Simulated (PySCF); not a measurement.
```xyz
16
charge 0, multiplicity 1
C     3.4564   -0.0330    0.1482
C     2.3059   -0.5928   -0.0311
C     1.1427   -1.1556   -0.2094
C    -0.1418   -0.5088    0.0294
C    -0.2404    0.8109    0.4819
C    -1.4951    1.3508    0.6840
C    -2.6129    0.5662    0.4330
C    -2.4104   -0.7308   -0.0135
N    -1.2173   -1.2564   -0.2116
H     3.9761   -0.0890    1.0918
H     3.9557    0.5082   -0.6401
H     1.0781   -2.1771   -0.5597
H     0.6563    1.3835    0.6653
H    -1.6046    2.3687    1.0313
H    -3.6101    0.9506    0.5808
H    -3.2462   -1.3866   -0.2242
```

What structure does this define?

Formula C₈H₇N. Its SMILES string is `C=C=Cc1ccccn1`. Independent rings (smallest set): 1 of 6 members, 1 of them aromatic. The point group is Cs. Coordination: 7 C trigonal planar; 1 C linear; 1 N bent.

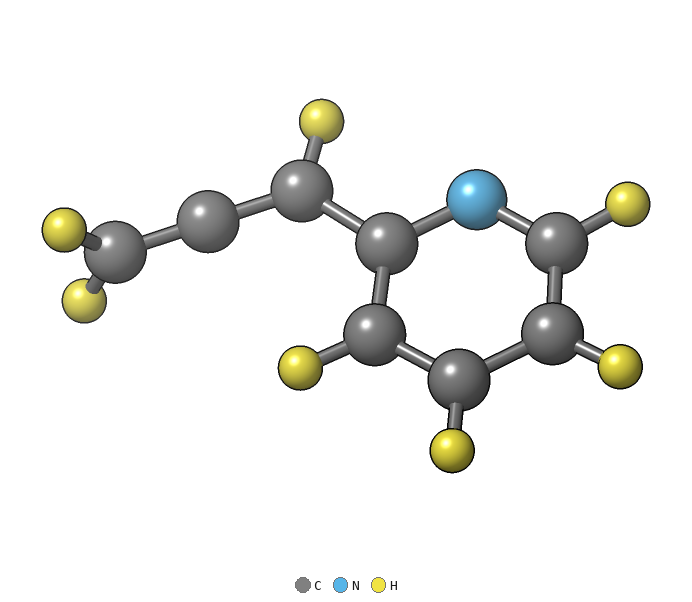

(Drawn from a calculation with PySCF.)
